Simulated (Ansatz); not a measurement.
A correction line for r2SCAN0-D4/def2-TZVPP: atomisation energy

The atomisation energy (no zero-point term) in kJ/mol of 7 Si-containing radicals: x at r2SCAN0-D4/def2-TZVPP, y at CCSD(T)/CBS estimate. Shapes, held fixed at every level: PBE0-D4/def2-TZVP. Flexible molecules stand in one conformer, not always the lowest. Programs: Ansatz 0.2.0.

```
                     molecule  x (kJ/mol)  y (kJ/mol)
                 SiH2(SiH2)Cl        1915        1913
                    SiH2(CH3)        2226        2224
                   SiH(CH3)Cl        2300        2295
                   Si(CH3)Cl2        2377        2370
Si2H5O (SMILES [SiH2]O[SiH3])        2484           ?
                    SiH(NH2)2        2540        2592
                 SiH(CH3)(OH)        2781        2809
```

Q: Fit y = c + s·x to the known rows and predict y for Si2H5O.

A: 
1. Means of the 6 rows: x = 2356.50, y = 2367.2.
2. Σ(Δx)² = 429438, Σ(Δx·Δy) = 452148, so the slope is 452148/429438 = 1.0529.
3. Intercept: 2367.2 − (1.0529) × 2356.50 = -114.0. The largest residual of the fit is 32.
4. Si2H5O: -114.0 + 1.0529 × 2484 = 2501 kJ/mol.

CCSD(T)/CBS estimate gives 2516 kJ/mol, so the prediction is off by -15 kJ/mol, within the largest residual. Uncorrected, r2SCAN0-D4/def2-TZVPP misses Si2H5O by -32 kJ/mol, and the other rows by 16 on average. The line removes about 50 % of this miss. Left out in turn, the other rows are missed by 21 kJ/mol on average, worse than no correction. Open shells run unrestricted. The CBS estimate extrapolates MP2 from def2-TZVPP and def2-QZVPP and adds CCSD(T) − MP2 in the triple-zeta set, cores frozen.

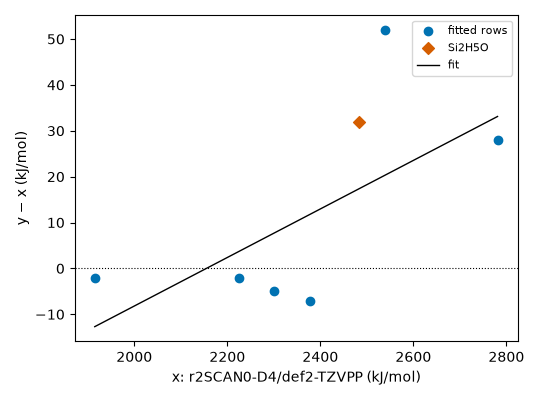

The correction y − x against x, with the fitted line and the withheld molecule.
